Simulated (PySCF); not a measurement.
## Run report: C₇H₁₁NSi, NMR shielding calculation

The run: NMR shielding calculation of C₇H₁₁NSi, SMILES C=C(C)[C@@H]1C[SiH2][C@H]1C#N. Method and program: GIAO PBE0/pcSseg-1 NMR shielding, non-relativistic, gas phase (PySCF 2.14.0).

The geometry comes from this level: GFN2-xTB. It belongs to a series of runs on one base structure; here: H on C replaced by CN. Figures and captions count atoms from 1; the log counts them from 0 in places.

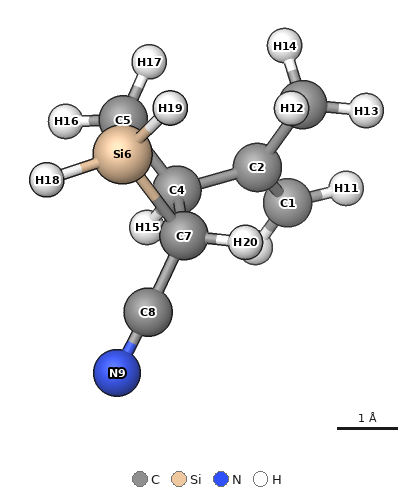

Figure 1. The structure as given in the input (ball-and-stick view, seen at a tilt; atoms are numbered from 1 in the order of the input). Bond lengths as drawn: C–C 1.32 to 1.56 Å, C–H 1.08 to 1.09 Å, C–N 1.15 Å, C–Si 1.91 to 1.93 Å and H–Si 1.46 Å.

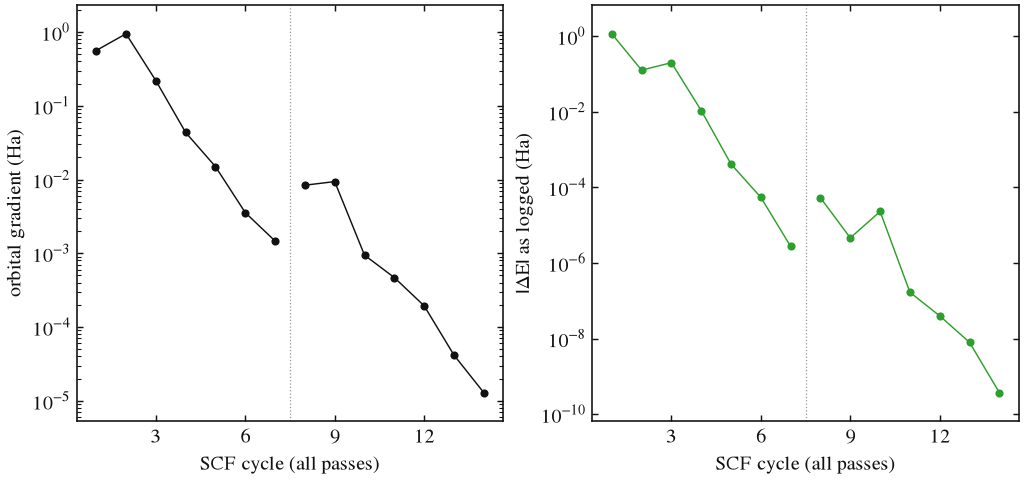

Figure 2. Convergence of the self-consistent field: orbital gradient and size of the energy change against the SCF cycle. The dotted line marks the change from a coarse to the final integration grid. The first 7 cycles use a coarse grid, the final grid takes over at cycle 8, and the field converges after 14 cycles in all.

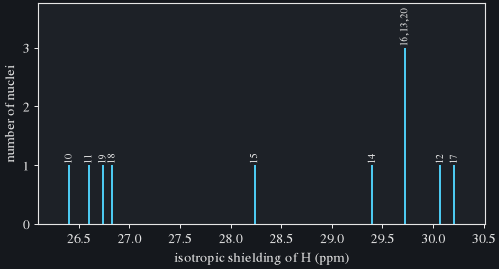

Figure 3. Isotropic shieldings of the hydrogen nuclei in this fixed geometry, labelled by atom number; shielding grows to the right, so chemical shift grows to the left. The least shielded is H10 (26.4 ppm), the most shielded H17 (30.2 ppm).

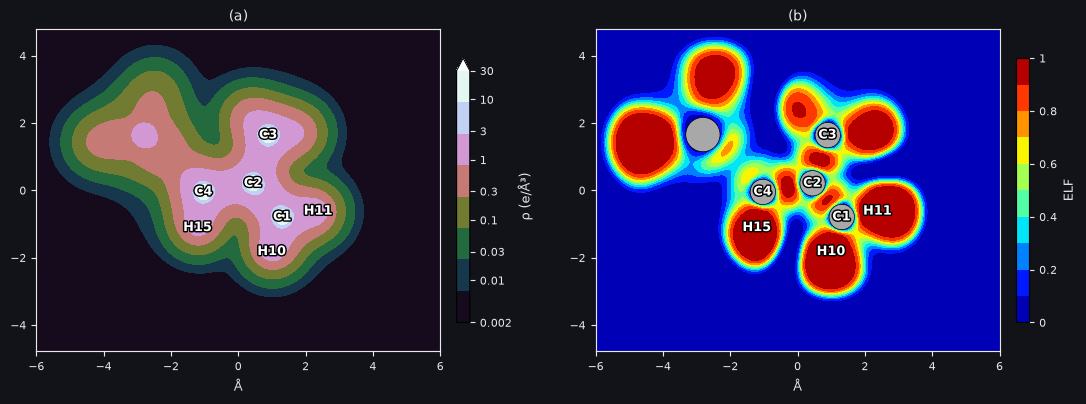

Figure 4. (a) total electron density; (b) electron localisation function on the plane of atoms C3, C2 and C4. Grey discs, where drawn, cover atomic cores. The section cuts through C and H sites.

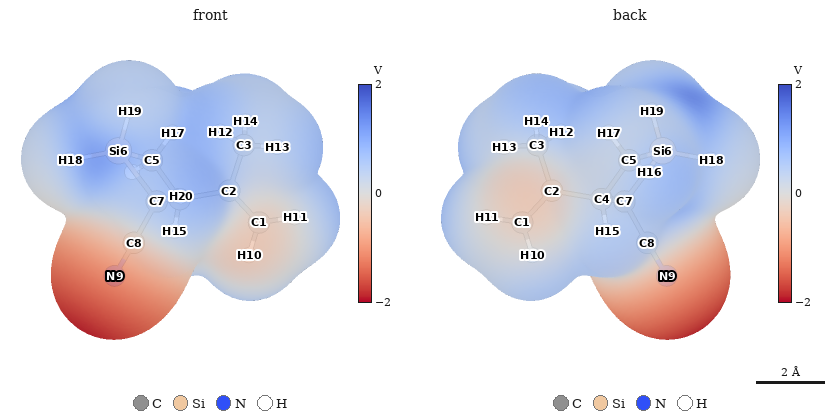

Figure 5. The electrostatic potential painted on the density surface at 0.001 e/bohr³, seen at a tilt and from behind; red is negative and blue positive. Its dipole moment is 4.75 D.

These pictures come from the run below.

## The input
```
{"job": {"kind": "nmr", "xc": "PBE0", "basis": "pcSseg-1"}, "charge": 0, "multiplicity": 1}
C     -2.156820    -1.166246    -0.599692
C     -1.290731    -0.245208    -0.203289
C     -1.620538     1.218675    -0.255574
C      0.073465    -0.626583     0.287081
C      0.570031     0.139651     1.539074
Si     2.013553     0.938579     0.582104
C      1.180021    -0.206087    -0.734682
C      1.971800    -1.301595    -1.170683
N      2.624407    -2.190753    -1.483950
H     -1.930995    -2.218513    -0.556394
H     -3.128494    -0.904299    -0.984022
H     -0.746654     1.814084    -0.513214
H     -2.404226     1.406988    -0.985309
H     -1.981682     1.557999     0.715603
H      0.103615    -1.707069     0.447711
H      0.869721    -0.540920     2.333506
H     -0.177967     0.806374     1.960098
H      3.369878     0.579175     0.975897
H      1.882419     2.359519     0.256409
H      0.774046     0.296908    -1.613709
```

The first line tells a small driver script what to run in PySCF; the rest is the geometry in Å.

Run as:
```bash
OMP_NUM_THREADS=1 python <driver script> task.json out
```

## The program's output
```
coarse grid: 17112 points
cycle   1  E = -616.8434425577  dE =  1.153e+00  |g| = 5.617e-01  |ddm| = 4.144e+00
cycle   2  E = -616.7175726041  dE =  1.259e-01  |g| = 9.474e-01  |ddm| = 1.447e+00
cycle   3  E = -616.9159403190  dE = -1.984e-01  |g| = 2.195e-01  |ddm| = 9.513e-01
cycle   4  E = -616.9266723037  dE = -1.073e-02  |g| = 4.348e-02  |ddm| = 2.035e-01
cycle   5  E = -616.9270836119  dE = -4.113e-04  |g| = 1.497e-02  |ddm| = 5.964e-02
cycle   6  E = -616.9271378380  dE = -5.423e-05  |g| = 3.558e-03  |ddm| = 1.831e-02
cycle   7  E = -616.9271405714  dE = -2.733e-06  |g| = 1.465e-03  |ddm| = 4.304e-03
final grid: 160472 points
cycle   8  E = -616.9817560971  dE = -5.275e-05  |g| = 8.374e-03  |ddm| = 4.350e-02
cycle   9  E = -616.9817515031  dE =  4.594e-06  |g| = 9.375e-03  |ddm| = 1.681e-02
cycle  10  E = -616.9817744257  dE = -2.292e-05  |g| = 9.423e-04  |ddm| = 9.215e-03
cycle  11  E = -616.9817745927  dE = -1.669e-07  |g| = 4.678e-04  |ddm| = 1.227e-03
cycle  12  E = -616.9817746323  dE = -3.966e-08  |g| = 1.938e-04  |ddm| = 4.460e-04
cycle  13  E = -616.9817746402  dE = -7.898e-09  |g| = 4.159e-05  |ddm| = 1.657e-04
cycle  14  E = -616.9817746406  dE = -3.702e-10  |g| = 1.288e-05  |ddm| = 5.106e-05
converged SCF energy = -616.9817746406

GIAO shielding tensors (ppm)
atom      isotropic    diamagn.    paramagn.     s11        s22        s33       span
  0 C       67.868     251.448    -183.580    -31.698     92.570    142.731    174.429
  1 C       31.368     260.547    -229.179    -95.345     34.003    155.446    250.792
  2 C      167.379     247.606     -80.227    155.578    161.978    184.581     29.003
  3 C      136.401     248.135    -111.734    127.927    133.673    147.602     19.675
  4 C      175.322     252.443     -77.120    154.582    169.072    202.314     47.732
  5 Si     380.964     879.698    -498.734    334.885    389.890    418.118     83.232
  6 C      170.073     255.006     -84.933    152.678    163.402    194.138     41.460
  7 C       60.164     257.927    -197.764    -62.141    -52.898    295.531    357.672
  8 N      -33.391     341.236    -374.627   -193.182   -170.839    263.849    457.032
  9 H       26.406      32.171      -5.765     23.203     24.818     31.196      7.993
 10 H       26.601      30.398      -3.797     23.930     24.843     31.030      7.100
 11 H       30.073      31.321      -1.248     25.436     31.083     33.699      8.263
 12 H       29.717      29.618       0.099     25.675     28.048     35.428      9.752
 13 H       29.401      29.357       0.044     25.590     27.575     35.038      9.448
 14 H       28.238      35.592      -7.354     25.978     27.270     31.467      5.489
 15 H       29.684      31.058      -1.375     26.035     27.025     35.991      9.956
 16 H       30.210      31.851      -1.641     25.647     29.653     35.331      9.684
 17 H       26.830      28.853      -2.023     23.913     24.780     31.797      7.884
 18 H       26.738      28.756      -2.018     23.780     25.165     31.271      7.491
 19 H       29.758      31.210      -1.451     25.164     30.989     33.123      7.959
```

## Results in brief

- outcome: converged
- total energy: −616.981775 hartree
- HOMO: −7.42 eV
- LUMO: −0.46 eV
- dipole moment: 4.75 D
- isotropic shielding, C: 31.4 to 175.3 ppm
- isotropic shielding, Si: 381.0 ppm
- isotropic shielding, N: −33.4 ppm
- isotropic shielding, H: 26.4 to 30.2 ppm
- hardware: 1 CPU thread, shared host
- wall time: 2.7 min
- peak memory: 1 GiB
